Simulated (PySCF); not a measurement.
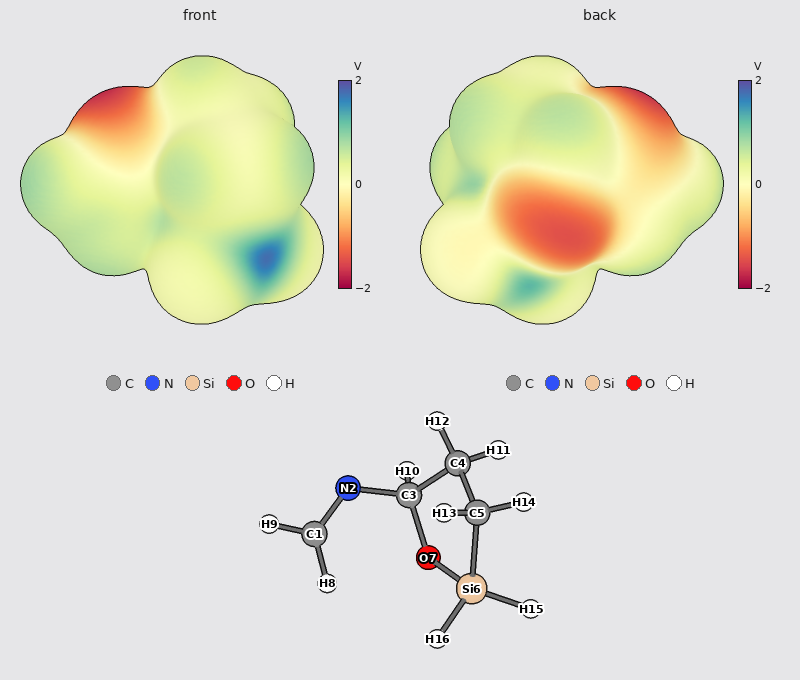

*C4H9NOSi. The molecular electrostatic potential painted on the density surface at 0.002 e/bohr³, seen from the front and from behind; the colour scale runs from red (negative) to blue (positive). The bare structure is drawn below in the same view.*

Geometry: GFN2-xTB.

Theory: PBE0/pcSseg-1, SCF density, gas phase, non-relativistic in PySCF 2.14.0.

```xyz
16

C     2.0820    0.8005    0.9238
N     1.6889   -0.3709    0.7267
C     0.7342   -0.7092   -0.2693
C    -0.4939   -1.3351    0.4186
C    -1.4149   -0.1833    0.8173
Si   -1.0924    1.0636   -0.5881
O     0.2978    0.3572   -1.0801
H     1.7641    1.6704    0.3469
H     2.7974    0.9635    1.7170
H     1.2262   -1.4413   -0.9243
H    -0.9976   -1.9770   -0.3051
H    -0.1706   -1.9395    1.2652
H    -1.1123    0.2216    1.7833
H    -2.4427   -0.5228    0.9151
H    -2.0366    0.9897   -1.6957
H    -0.8374    2.4213   -0.1132
```

Where is the surface potential most negative and most positive?

Answer. The most negative region (about −1.6 V) lies over N2, the most positive (about +1.6 V) over Si6. N2 is the likeliest acceptor of a hydrogen bond.
